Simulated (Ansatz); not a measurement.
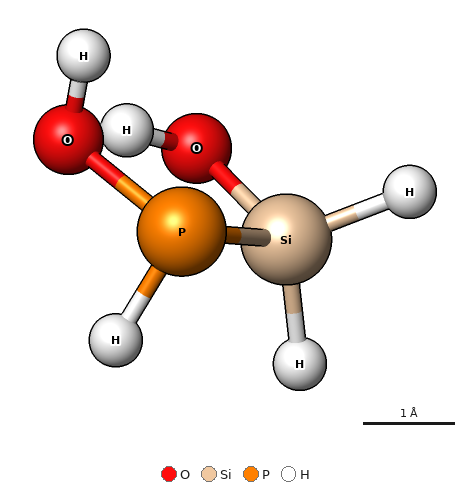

*The input geometry (ball-and-stick view, seen at a tilt).*

Bond lengths as drawn: H–O 1.04 to 1.08 Å, H–P 1.43 Å, H–Si 1.47 Å, O–P 1.81 Å, O–Si 1.72 Å and P–Si 2.28 Å.

## SiPH5O2: nudged elastic band (part 1 of 2)

SiPH5O2, computed with RKS PBE/STO-3G (Ansatz 0.2.0).

The run did not end well. It belongs to a series of runs on one base structure; here: band between the two ends.

### Input
```yaml
crystal:
  periodic: [false, false, false]
  atoms:
    - { symbol: O, position_ang: [-1.217255, 0.741746, -0.784419] }
    - { symbol: Si, position_ang: [0.436108, 1.020143, -0.412462] }
    - { symbol: P, position_ang: [0.885153, -0.803633, 0.877814] }
    - { symbol: O, position_ang: [-0.800037, -1.378022, 0.573118] }
    - { symbol: H, position_ang: [-1.313845, -0.206664, -0.28315] }
    - { symbol: H, position_ang: [0.642765, 2.266775, 0.330733] }
    - { symbol: H, position_ang: [1.305131, 1.107551, -1.592012] }
    - { symbol: H, position_ang: [1.383008, -1.555997, -0.230239] }
    - { symbol: H, position_ang: [-1.232529, -1.238199, 1.503616] }
basis:
  gaussian: { orbitals: STO-3G }
hamiltonian:
  xc: pbe
neb:
  order_check: false
  images: 7
  f_tol: 0.05
  max_iterations: 60
  optimiser: fire
  climbing: true
  final_atoms:
    - { symbol: O, position_ang: [-1.23423331, 0.86495996, -1.08273927] }
    - { symbol: Si, position_ang: [0.27563692, 1.17962592, -0.48668452] }
    - { symbol: P, position_ang: [0.2732568, -0.91907426, 0.60750394] }
    - { symbol: O, position_ang: [-1.25480559, -1.31246995, 0.0450775] }
    - { symbol: H, position_ang: [-1.42171873, -0.25106275, -0.5934554] }
    - { symbol: H, position_ang: [0.48512956, 2.21042145, 0.5406882] }
    - { symbol: H, position_ang: [1.44828692, 1.2129539, -1.37304308] }
    - { symbol: H, position_ang: [1.19609936, -1.97052176, 0.29184847] }
    - { symbol: H, position_ang: [0.32084707, -1.06113251, 2.03380316] }
  initial_path:
    images:
      - { positions_ang: [[-1.217255, 0.741746, -0.784419], [0.436108, 1.020143, -0.412462], [0.885153, -0.803633, 0.877814], [-0.800037, -1.378022, 0.573118], [-1.313845, -0.206664, -0.28315], [0.642765, 2.266775, 0.330733], [1.305131, 1.107551, -1.592012], [1.383008, -1.555997, -0.230239], [-1.232529, -1.238199, 1.503616]] }
      - { positions_ang: [[-1.15503724, 0.75654494, -0.90116951], [0.42891108, 1.02468928, -0.41847483], [0.77828172, -0.81043105, 0.85255402], [-0.8541291, -1.33843206, 0.63092252], [-1.37659596, -0.11756499, -0.43227612], [0.56078059, 2.26123373, 0.35900275], [1.37626353, 1.10775808, -1.53266377], [1.27582704, -1.58525824, -0.23516145], [-0.94580266, -1.34483969, 1.66026539]] }
      - { positions_ang: [[-1.09281948, 0.77134387, -1.01792001], [0.42171415, 1.02923556, -0.42448767], [0.67141045, -0.81722911, 0.82729404], [-0.90822119, -1.29884213, 0.68872705], [-1.43934691, -0.02846597, -0.58140224], [0.47879618, 2.25569246, 0.3872725], [1.44739605, 1.10796516, -1.47331555], [1.16864607, -1.61451947, -0.24008391], [-0.65907632, -1.45148038, 1.81691479]] }
      - { positions_ang: [[-1.03060172, 0.78614281, -1.13467052], [0.41451723, 1.03378184, -0.4305005], [0.56453917, -0.82402716, 0.80203406], [-0.96231329, -1.25925219, 0.74653157], [-1.50209787, 0.06063304, -0.73052837], [0.39681177, 2.25015119, 0.41554226], [1.51852858, 1.10817224, -1.41396732], [1.06146511, -1.64378071, -0.24500636], [-0.37234999, -1.55812107, 1.97356418]] }
      - { positions_ang: [[-0.96838396, 0.80094175, -1.25142102], [0.40732031, 1.03832812, -0.43651333], [0.45766789, -0.83082521, 0.77677408], [-1.01640538, -1.21966225, 0.80433609], [-1.56484882, 0.14973205, -0.87965449], [0.31482736, 2.24460992, 0.44381201], [1.58966111, 1.10837932, -1.35461909], [0.95428414, -1.67304194, -0.24992881], [-0.08562365, -1.66476175, 2.13021357]] }
      - { positions_ang: [[-1.0348463, 0.8169463, -1.20925058], [0.37439946, 1.07365257, -0.44905613], [0.41156512, -0.85288747, 0.73445655], [-1.07600544, -1.24286418, 0.61452144], [-1.5290663, 0.04953335, -0.80810472], [0.35740291, 2.2360628, 0.46803106], [1.55431756, 1.13452297, -1.35922509], [1.01473795, -1.7474119, -0.11448449], [0.01599403, -1.51385444, 2.10611097]] }
      - { positions_ang: [[-1.10130864, 0.83295085, -1.16708015], [0.34147862, 1.10897702, -0.46159893], [0.36546235, -0.87494974, 0.69213901], [-1.13560549, -1.2660661, 0.4247068], [-1.49328378, -0.05066535, -0.73655494], [0.39997846, 2.22751569, 0.49225011], [1.51897401, 1.16066661, -1.36383109], [1.07519175, -1.82178185, 0.02095983], [0.11761171, -1.36294713, 2.08200837]] }
      - { positions_ang: [[-1.16777098, 0.84895541, -1.12490971], [0.30855777, 1.14430147, -0.47414173], [0.31935957, -0.897012, 0.64982148], [-1.19520554, -1.28926803, 0.23489215], [-1.45750125, -0.15086405, -0.66500517], [0.44255401, 2.21896857, 0.51646915], [1.48363047, 1.18681026, -1.36843709], [1.13564556, -1.89615181, 0.15640415], [0.21922939, -1.21203982, 2.05790577]] }
      - { positions_ang: [[-1.23423331, 0.86495996, -1.08273927], [0.27563692, 1.17962592, -0.48668452], [0.2732568, -0.91907426, 0.60750394], [-1.25480559, -1.31246995, 0.0450775], [-1.42171873, -0.25106275, -0.5934554], [0.48512956, 2.21042145, 0.5406882], [1.44828692, 1.2129539, -1.37304308], [1.19609936, -1.97052176, 0.29184847], [0.32084707, -1.06113251, 2.03380316]] }
```

Run on 1 thread of Arm Neoverse V2, 24 GiB of memory available, shared host.

Command:
```bash
ansatz run input.yaml --threads 1 --pin off --max-ram 2048MiB --backend cpu --events-out ev --progress --plain --runs-dir out
```

### What the program printed
```
Engine: ansatz 0.2.0, aarch64-unknown-linux-gnu
Functional definition: PBE
  parameter kappa = 0.804
  parameter beta = 0.06672455060314922
  exchange = pbe_x(kappa = kappa, mu = beta*pi^2/3)
  correlation = pbe_c(beta = beta)
448 factors; integrals over basis functions are off by at most 1.0e-5 eV
mean field evaluation 1: about -21071.5760 eV, gradient 3.0e1 eV
mean field evaluation 2: about -20990.9462 eV, gradient 1.5e2 eV
mean field evaluation 4: about -21074.6603 eV, gradient 7.9e0 eV
mean field evaluation 8: about -21074.8209 eV, gradient 1.8e-1 eV
mean field -21074.82104337 eV, -774.4853883170 hartree, gradient 4.9e-5 eV, S^2 0.000000; 0 other end points of the search recorded, 0 dependent functions left out
the calculation of the forces begins
reference -21074.82106345 eV, -774.4853890551 hartree; 25, 25 occupied and 8, 8 virtual orbitals, 448 factors
449 factors; integrals over basis functions are off by at most 9.6e-6 eV
mean field evaluation 16: about -21065.2425 eV, gradient 4.6e1 eV
mean field evaluation 32: about -21073.2141 eV, gradient 1.5e-5 eV
mean field -21073.21408736 eV, -774.4263337728 hartree, gradient 1.5e-5 eV, S^2 0.000000; 0 other end points of the search recorded, 0 dependent functions left out
[... from here on the field's lines of each further geometry are left out, up to the last ...]
NEB iter   1: max|band force component| = 1.145e1 eV/Å  barrier→ = 6.2011 eV  barrier← = 4.5941 eV  Δτ_max = 0.1745 Å  (304 SCF iters)
NEB iter   2: max|band force component| = 4.122e0 eV/Å  barrier→ = 4.3429 eV  barrier← = 2.7360 eV  Δτ_max = 0.0638 Å  (212 SCF iters)
NEB iter   3: max|band force component| = 3.626e0 eV/Å  barrier→ = 4.1494 eV  barrier← = 2.5424 eV  Δτ_max = 0.1216 Å  (193 SCF iters)
NEB iter   4: max|band force component| = 2.300e0 eV/Å  barrier→ = 4.0274 eV  barrier← = 2.4204 eV  Δτ_max = 0.1310 Å  (190 SCF iters)
NEB iter   5: max|band force component| = 5.103e0 eV/Å  barrier→ = 3.9026 eV  barrier← = 2.2956 eV  Δτ_max = 0.0896 Å  (186 SCF iters)
NEB iter   6: max|band force component| = 8.429e-1 eV/Å  barrier→ = 3.8435 eV  barrier← = 2.2366 eV  Δτ_max = 0.0854 Å  (192 SCF iters)
NEB iter   7: max|band force component| = 3.107e0 eV/Å  barrier→ = 3.8050 eV  barrier← = 2.1980 eV  Δτ_max = 0.0129 Å  (192 SCF iters)
NEB iter   8: max|band force component| = 2.574e0 eV/Å  barrier→ = 3.7918 eV  barrier← = 2.1848 eV  Δτ_max = 0.0236 Å  (162 SCF iters)
NEB iter   9: max|band force component| = 1.377e0 eV/Å  barrier→ = 3.7687 eV  barrier← = 2.1617 eV  Δτ_max = 0.0288 Å  (169 SCF iters)
NEB iter  10: max|band force component| = 8.288e-1 eV/Å  barrier→ = 3.7388 eV  barrier← = 2.1318 eV  Δτ_max = 0.0036 Å  (176 SCF iters)
NEB iter  11: max|band force component| = 8.290e-1 eV/Å  barrier→ = 3.7299 eV  barrier← = 2.1229 eV  Δτ_max = 0.0073 Å  (147 SCF iters)
NEB iter  12: max|band force component| = 8.315e-1 eV/Å  barrier→ = 3.7119 eV  barrier← = 2.1050 eV  Δτ_max = 0.0110 Å  (151 SCF iters)
NEB iter  13: max|band force component| = 8.393e-1 eV/Å  barrier→ = 3.6845 eV  barrier← = 2.0775 eV  Δτ_max = 0.0147 Å  (154 SCF iters)
NEB iter  14: max|band force component| = 8.555e-1 eV/Å  barrier→ = 3.6468 eV  barrier← = 2.0398 eV  Δτ_max = 0.0185 Å  (171 SCF iters)
NEB iter  15: max|band force component| = 8.807e-1 eV/Å  barrier→ = 3.5980 eV  barrier← = 1.9910 eV  Δτ_max = 0.0225 Å  (171 SCF iters)
NEB iter  16: max|band force component| = 9.128e-1 eV/Å  barrier→ = 3.5372 eV  barrier← = 1.9302 eV  Δτ_max = 0.0298 Å  (171 SCF iters)
NEB iter  17: max|band force component| = 9.507e-1 eV/Å  barrier→ = 3.4551 eV  barrier← = 1.8482 eV  Δτ_max = 0.0393 Å  (182 SCF iters)
NEB iter  18: max|band force component| = 9.843e-1 eV/Å  barrier→ = 3.3470 eV  barrier← = 1.7400 eV  Δτ_max = 0.0515 Å  (181 SCF iters)
NEB iter  19: max|band force component| = 9.917e-1 eV/Å  barrier→ = 3.2110 eV  barrier← = 1.6041 eV  Δτ_max = 0.0668 Å  (179 SCF iters)
NEB iter  20: max|band force component| = 9.037e-1 eV/Å  barrier→ = 3.0587 eV  barrier← = 1.4518 eV  Δτ_max = 0.0845 Å  (189 SCF iters)
NEB iter  21: max|band force component| = 8.706e-1 eV/Å  barrier→ = 2.9514 eV  barrier← = 1.3445 eV  Δτ_max = 0.0097 Å  (188 SCF iters)
NEB iter  22: max|band force component| = 6.272e-1 eV/Å  barrier→ = 2.9398 eV  barrier← = 1.3328 eV  Δτ_max = 0.0174 Å  (156 SCF iters)
NEB iter  23: max|band force component| = 5.927e-1 eV/Å  barrier→ = 2.9223 eV  barrier← = 1.3153 eV  Δτ_max = 0.0229 Å  (173 SCF iters)
NEB iter  24: max|band force component| = 5.872e-1 eV/Å  barrier→ = 2.9039 eV  barrier← = 1.2969 eV  Δτ_max = 0.0075 Å  (174 SCF iters)
NEB iter  25: max|band force component| = 5.778e-1 eV/Å  barrier→ = 2.8993 eV  barrier← = 1.2923 eV  Δτ_max = 0.0125 Å  (151 SCF iters)
NEB iter  26: max|band force component| = 6.900e-1 eV/Å  barrier→ = 2.8929 eV  barrier← = 1.2860 eV  Δτ_max = 0.0194 Å  (163 SCF iters)
NEB iter  27: max|band force component| = 6.802e-1 eV/Å  barrier→ = 2.8864 eV  barrier← = 1.2794 eV  Δτ_max = 0.0268 Å  (177 SCF iters)
NEB iter  28: max|band force component| = 5.071e-1 eV/Å  barrier→ = 2.8793 eV  barrier← = 1.2723 eV  Δτ_max = 0.0318 Å  (176 SCF iters)
NEB iter  29: max|band force component| = 1.151e0 eV/Å  barrier→ = 2.8725 eV  barrier← = 1.2656 eV  CI = image 5  Δτ_max = 0.0350 Å  (176 SCF iters)
NEB iter  30: max|band force component| = 1.096e0 eV/Å  barrier→ = 2.9087 eV  barrier← = 1.3017 eV  CI = image 5  Δτ_max = 0.0451 Å  (181 SCF iters)
NEB iter  31: max|band force component| = 8.494e-1 eV/Å  barrier→ = 2.9848 eV  barrier← = 1.3779 eV  CI = image 5  Δτ_max = 0.0658 Å  (186 SCF iters)
NEB iter  32: max|band force component| = 5.258e-1 eV/Å  barrier→ = 3.0647 eV  barrier← = 1.4577 eV  CI = image 5  Δτ_max = 0.0778 Å  (184 SCF iters)
NEB iter  33: max|band force component| = 6.644e-1 eV/Å  barrier→ = 3.0705 eV  barrier← = 1.4635 eV  CI = image 5  Δτ_max = 0.0157 Å  (183 SCF iters)
NEB iter  34: max|band force component| = 4.839e-1 eV/Å  barrier→ = 3.0580 eV  barrier← = 1.4511 eV  CI = image 5  Δτ_max = 0.0256 Å  (166 SCF iters)
NEB iter  35: max|band force component| = 3.611e-1 eV/Å  barrier→ = 3.0477 eV  barrier← = 1.4407 eV  CI = image 5  Δτ_max = 0.0275 Å  (175 SCF iters)
NEB iter  36: max|band force component| = 3.092e-1 eV/Å  barrier→ = 3.0472 eV  barrier← = 1.4402 eV  CI = image 5  Δτ_max = 0.0059 Å  (177 SCF iters)
NEB iter  37: max|band force component| = 2.604e-1 eV/Å  barrier→ = 3.0467 eV  barrier← = 1.4397 eV  CI = image 5  Δτ_max = 0.0116 Å  (150 SCF iters)
NEB iter  38: max|band force component| = 2.435e-1 eV/Å  barrier→ = 3.0470 eV  barrier← = 1.4401 eV  CI = image 5  Δτ_max = 0.0171 Å  (169 SCF iters)
NEB iter  39: max|band force component| = 2.261e-1 eV/Å  barrier→ = 3.0454 eV  barrier← = 1.4385 eV  CI = image 5  Δτ_max = 0.0217 Å  (175 SCF iters)
NEB iter  40: max|band force component| = 2.094e-1 eV/Å  barrier→ = 3.0415 eV  barrier← = 1.4346 eV  CI = image 5  Δτ_max = 0.0048 Å  (174 SCF iters)
NEB iter  41: max|band force component| = 1.817e-1 eV/Å  barrier→ = 3.0413 eV  barrier← = 1.4344 eV  CI = image 5  Δτ_max = 0.0092 Å  (146 SCF iters)
NEB iter  42: max|band force component| = 1.824e-1 eV/Å  barrier→ = 3.0408 eV  barrier← = 1.4338 eV  CI = image 5  Δτ_max = 0.0135 Å  (150 SCF iters)
NEB iter  43: max|band force component| = 1.774e-1 eV/Å  barrier→ = 3.0398 eV  barrier← = 1.4328 eV  CI = image 5  Δτ_max = 0.0176 Å  (155 SCF iters)
NEB iter  44: max|band force component| = 1.657e-1 eV/Å  barrier→ = 3.0382 eV  barrier← = 1.4312 eV  CI = image 5  Δτ_max = 0.0210 Å  (158 SCF iters)
NEB iter  45: max|band force component| = 1.306e-1 eV/Å  barrier→ = 3.0361 eV  barrier← = 1.4291 eV  CI = image 5  Δτ_max = 0.0233 Å  (161 SCF iters)
NEB iter  46: max|band force component| = 1.208e-1 eV/Å  barrier→ = 3.0339 eV  barrier← = 1.4270 eV  CI = image 5  Δτ_max = 0.0023 Å  (158 SCF iters)
NEB iter  47: max|band force component| = 1.126e-1 eV/Å  barrier→ = 3.0338 eV  barrier← = 1.4269 eV  CI = image 5  Δτ_max = 0.0046 Å  (142 SCF iters)
NEB iter  48: max|band force component| = 1.213e-1 eV/Å  barrier→ = 3.0335 eV  barrier← = 1.4266 eV  CI = image 5  Δτ_max = 0.0070 Å  (148 SCF iters)
NEB iter  49: max|band force component| = 1.175e-1 eV/Å  barrier→ = 3.0328 eV  barrier← = 1.4259 eV  CI = image 5  Δτ_max = 0.0095 Å  (151 SCF iters)
NEB iter  50: max|band force component| = 1.168e-1 eV/Å  barrier→ = 3.0317 eV  barrier← = 1.4247 eV  CI = image 5  Δτ_max = 0.0120 Å  (148 SCF iters)
NEB iter  51: max|band force component| = 1.219e-1 eV/Å  barrier→ = 3.0302 eV  barrier← = 1.4233 eV  CI = image 5  Δτ_max = 0.0142 Å  (151 SCF iters)
NEB iter  52: max|band force component| = 1.124e-1 eV/Å  barrier→ = 3.0288 eV  barrier← = 1.4219 eV  CI = image 5  Δτ_max = 0.0179 Å  (155 SCF iters)
NEB iter  53: max|band force component| = 8.908e-2 eV/Å  barrier→ = 3.0274 eV  barrier← = 1.4204 eV  CI = image 5  Δτ_max = 0.0219 Å  (168 SCF iters)
NEB iter  54: max|band force component| = 1.055e-1 eV/Å  barrier→ = 3.0258 eV  barrier← = 1.4188 eV  CI = image 5  Δτ_max = 0.0257 Å  (171 SCF iters)
NEB iter  55: max|band force component| = 1.197e-1 eV/Å  barrier→ = 3.0234 eV  barrier← = 1.4164 eV  CI = image 5  Δτ_max = 0.0280 Å  (181 SCF iters)
NEB iter  56: max|band force component| = 1.576e-1 eV/Å  barrier→ = 3.0209 eV  barrier← = 1.4139 eV  CI = image 5  Δτ_max = 0.0307 Å  (182 SCF iters)
NEB iter  57: max|band force component| = 3.812e-1 eV/Å  barrier→ = 3.0196 eV  barrier← = 1.4127 eV  CI = image 5  Δτ_max = 0.0358 Å  (181 SCF iters)
NEB iter  58: max|band force component| = 1.279e0 eV/Å  barrier→ = 3.0179 eV  barrier← = 1.4110 eV  CI = image 5  Δτ_max = 0.0216 Å  (186 SCF iters)
NEB iter  59: max|band force component| = 5.033e-1 eV/Å  barrier→ = 3.0178 eV  barrier← = 1.4108 eV  CI = image 5  Δτ_max = 0.0019 Å  (159 SCF iters)
the calculation of the forces begins
reference -21072.72086949 eV, -774.4082083505 hartree; 25, 25 occupied and 8, 8 virtual orbitals, 449 factors
these checks for a lower state are left out or cut short: starts, cluster_reference, orbital_swaps, neighbouring_geometries, increment
449 factors; integrals over basis functions are off by at most 1.0e-5 eV
mean field -21073.12427638 eV, -774.4230332801 hartree, gradient 2.9e-5 eV, S^2 0.000000; 0 other end points of the search recorded, 0 dependent functions left out
the calculation of the forces begins
reference -21073.12429548 eV, -774.4230339821 hartree; 25, 25 occupied and 8, 8 virtual orbitals, 449 factors
NEB iter  60: max|band force component| = 3.756e-1 eV/Å  barrier→ = 3.0177 eV  barrier← = 1.4108 eV  CI = image 5  Δτ_max = 0.0033 Å  (124 SCF iters)
```
